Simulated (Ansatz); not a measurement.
**r2SCAN0/def2-SVP (core potential) run of ZrCl4 (zirconium tetrachloride)**

Aim: the vertical singlet–triplet gap of ZrCl4 (zirconium tetrachloride) at r2SCAN0/def2-SVP (core potential), from 2 runs. 

The results are computed with Ansatz 0.2.0.

2 further runs of the same task are left out: 2 set aside as unsound or not needed.

### 1 The structure to begin with

ZrCl4 has 5 atoms, charge 0, and is taken as a singlet. SMILES: `Cl[Zr](Cl)(Cl)Cl`. The coordinates come from a PBE0-D4/def2-TZVP relaxation.

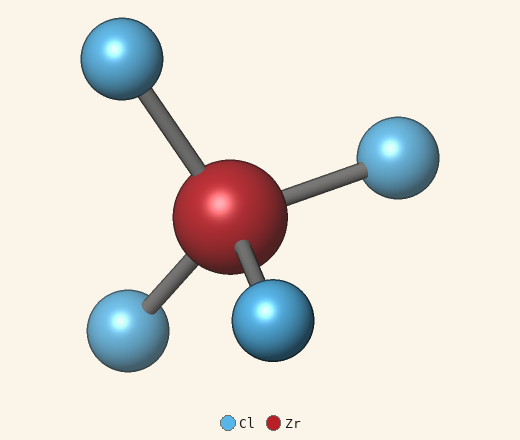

The structure, seen from a chosen angle (chlorine blue, zirconium red).

### 2 The energy at r2SCAN0/def2-SVP (core potential)

File job.yaml:

```yaml
crystal:
  periodic: [false, false, false]
  atoms:
    - {symbol: Cl, position_ang: [-0.109970, -0.230800, 2.301810]}
    - {symbol: Zr, position_ang: [0.000020, 0.000000, -0.000020]}
    - {symbol: Cl, position_ang: [1.545400, -1.499220, -0.853260]}
    - {symbol: Cl, position_ang: [-2.081750, -0.430080, -0.919260]}
    - {symbol: Cl, position_ang: [0.646280, 2.160110, -0.529270]}
basis:
  gaussian:
    orbitals: def2-SVP
hamiltonian:
  xc: {name: r2SCAN0}
accuracy: high
output:
  orbitals: {seedname: orbitals}
```

On the command line:

```bash
ansatz run job.yaml --threads 1 --pin off --max-ram 3480MiB --events-out events.jsonl --progress --plain --runs-dir runs
```

Output:

```text
Warning: RAYON_NUM_THREADS=1 ignored (pool sized by the plan → 1); use --threads N
Functional definition: r2SCAN0
  name "r2SCAN0"
  parameter a = 0.25
  parameter k0 = 0.174
  parameter k1 = 0.065
  parameter a1 = 4.9479
  exchange = (1 - a)*r2scan_x(k0 = k0, k1 = k1, a1 = a1) + a*exact_x
  correlation = r2scan_c
2057 factors; integrals over basis functions are off by at most 7.0e-8 eV
mean field evaluation 1: about -51359.3780 eV, gradient 2.0e1 eV
mean field evaluation 2: about -51355.7275 eV, gradient 4.4e1 eV
mean field evaluation 4: about -51360.5268 eV, gradient 8.5e-1 eV
mean field evaluation 8: about -51360.6243 eV, gradient 2.7e-2 eV
mean field evaluation 16: about -51360.6243 eV, gradient 1.5e-6 eV
mean field -51360.62425487 eV, -1887.4681278849 hartree, gradient 6.8e-8 eV, S^2 0.000000; 0 other end points of the search recorded, 0 dependent functions left out
reference -51360.62425631 eV, -1887.4681279380 hartree; 40, 40 occupied and 63, 63 virtual orbitals, 2057 factors
Total energy: -51360.62425631 eV, -1887.4681279380 hartree
```

It took 15 s on 1 thread of Intel Xeon 6975P-C (Granite Rapids), shared host; peak memory 0.56 GiB.

### 3 The triplet, same level

Changes to job.yaml since step 2:

```diff
@@ -1 +1,3 @@
+basis:
+  gaussian: {orbitals: def2-SVP}
 crystal:
@@ -8,9 +10,5 @@
     - {symbol: Cl, position_ang: [0.646280, 2.160110, -0.529270]}
-basis:
-  gaussian:
-    orbitals: def2-SVP
-hamiltonian:
-  xc: {name: r2SCAN0}
+magnetization: {spin_polarized: true, initial_magnetization: 2}
+hamiltonian: {xc: {name: r2SCAN0}}
 accuracy: high
-output:
-  orbitals: {seedname: orbitals}
+output: {orbitals: {seedname: orbitals}}
```

On the command line:

```bash
ansatz run job.yaml --threads 1 --pin off --max-ram 3480MiB --events-out events.jsonl --progress --plain --runs-dir runs
```

Output (excerpt; [...] marks lines left out):

```text
Warning: RAYON_NUM_THREADS=1 ignored (pool sized by the plan → 1); use --threads N
[... 2 set-up lines as earlier in the session ...]
[...]
2057 factors; integrals over basis functions are off by at most 7.0e-8 eV
[...]
mean field -51355.07429096 eV, -1887.2641704733 hartree, gradient 1.4e-8 eV, S^2 2.007378; 10 other end points of the search recorded, 0 dependent functions left out
reference -51355.07430606 eV, -1887.2641710281 hartree; 41, 39 occupied and 62, 64 virtual orbitals, 2057 factors
Total energy: -51355.07430606 eV, -1887.2641710281 hartree
```

It took 2.4 min on 1 thread of Intel Xeon 6975P-C (Granite Rapids), shared host; peak memory 1.2 GiB.

### 4 What came out

At r2SCAN0/def2-SVP (core potential):

```
                                        quantity           value
                           singlet: total energy  -1887.46813 Eh
                            singlet: HOMO energy       -10.02 eV
                            singlet: LUMO energy        -2.58 eV
                          singlet: HOMO–LUMO gap         7.44 eV
                           triplet: total energy  -1887.26417 Eh
     triplet: HOMO energy (highest over α and β)        -4.50 eV
                                   triplet: ⟨S²⟩           2.007
vertical energy of the triplet above the singlet        5.550 eV
```

**Reading.** At this shape the triplet lies 5.55 eV (535 kJ/mol) above the singlet.
